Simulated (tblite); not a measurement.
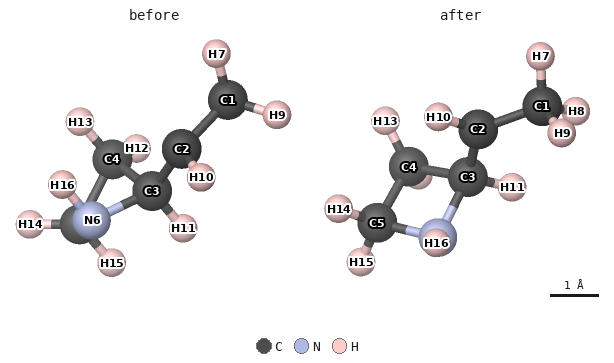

The structure of C5H10N (multiplicity 2) before (left) and after (right) a relaxation, at one scale.

Style: ball-and-stick. Shown from a free direction.

These are results of tblite 0.8.0, GFN2-xTB geometry optimisation, gas phase, not measurements. 

> Summarise the run.

Over 157 geometry steps the energy falls by 31.5 kcal/mol. H10 moves most after the best rigid fit: 2.05 Å. Largest moves by element: H 2.05 Å, N 1.02 Å, C 0.68 Å. Near-neighbour distances that change, for instance: C3–C4 1.522 → 1.555 Å, C1–H8 1.120 → 1.089 Å, C1–C2 1.508 → 1.479 Å, N6–H16 1.038 → 1.015 Å. Among the angles between lasting bonds that change: H14–C5–H15 118.4° → 108.9°, C5–N6–H16 107.1° → 116.0°, C3–N6–C5 84.2° → 92.5°.
